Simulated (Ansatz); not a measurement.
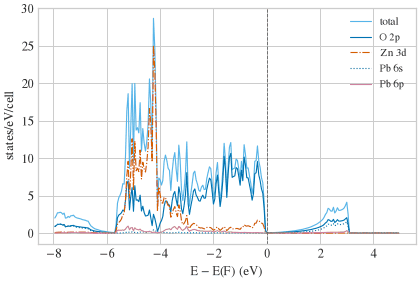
*Total and projected density of states of ZnPbO₃ in space group R3c (No. 161; Zn on 6a, Pb on 6a, O on 18b), plane-wave PAW PBEsol (Ansatz code)*

### Question
Which orbitals carry the states next to the Fermi level?

### Answer
Within 0.5 eV of the Fermi level: O 2p 81 %, Zn 3d 16 %. Projections are on Löwdin-orthogonalised atomic valence shells; empty p or d shells of many metals are not among them.

### Question
Where is the tallest occupied peak in this window, and what makes it?

### Answer
Near -4.2 eV, about 29 states/eV per cell; the largest projected share is Zn 3d.

The first step of the workflow began from a Materials Project structure, measured or hypothetical; the Crystallography Open Database copy checked does not list it. With Zn and Pb taken as one species the cell has the higher symmetry R-3c, so it may be an ordered model of a mixed-site phase. Whether it is the stable phase at ambient conditions was not checked. The PBEsol relaxation kept the symmetry of its start; of distortions, only those at the zone centre were tested. A small band overlap can be real or an error of a semilocal functional. Spin–orbit coupling is left out wherever it is not named.

Potentials: the later of the program's two PAW sets.
